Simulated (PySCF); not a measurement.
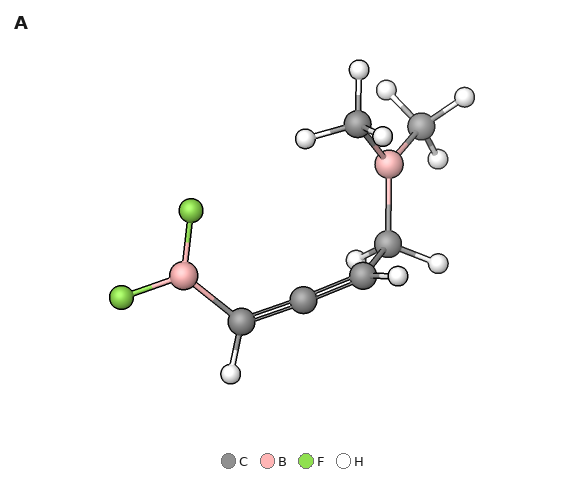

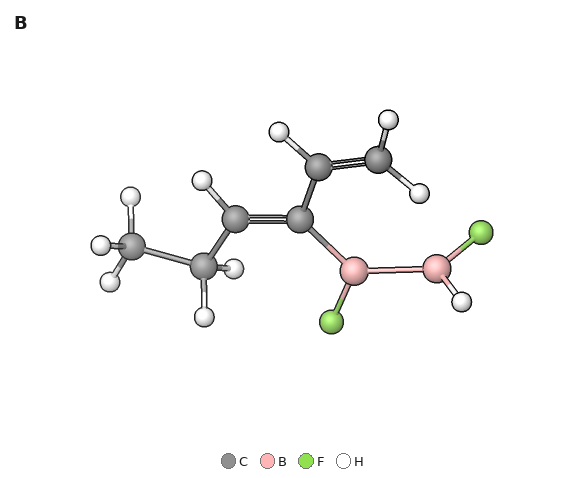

2 stationary structures of one formula. Geometries: GFN2-xTB. Electronic energies: PBE0/pcSseg-1 (PySCF 2.14.0), without zero-point energy. No frequency run is at hand to confirm each as a minimum. Each is one conformer, not always the lowest.

Question: How are they related?

Answer: They are constitutional isomers of C6H10B2F2: A `CB(C)CC=C=CB(F)F`, B `C=C/C(=C/CC)B(F)BF`.

Question: Rank them by energy, lowest first.

Answer: A is lowest; B lies 132.3 kJ/mol above it.

The geometry is semi-empirical. Around B such bond lengths and angles can be off by a tenth of an ångström or more and by several degrees, and values that hang on the shape move with them.
